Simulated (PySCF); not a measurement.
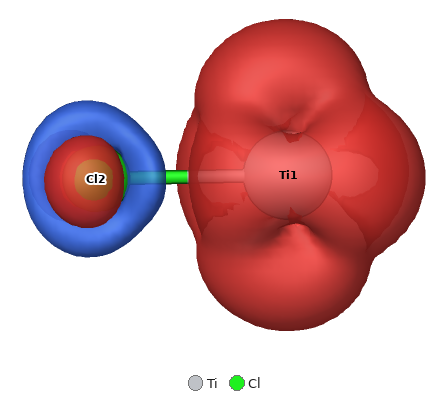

Figure 1: TiCl (charge +1, triplet). Isosurfaces of the spin density (α minus β) at +0.015 (red) and −0.015 e/Å³ (blue), seen from one side.

The calculation used PBE0/def2-TZVPPD, non-relativistic Hamiltonian with scalar-relativistic core potentials where named, at a bond length of 2.184 Å in PySCF 2.14.0.

Q: Describe the spin distribution.

A: The unpaired spin (2 electrons) lies mostly on Ti1 (about 2.0), in electrons by Hirshfeld's partition.
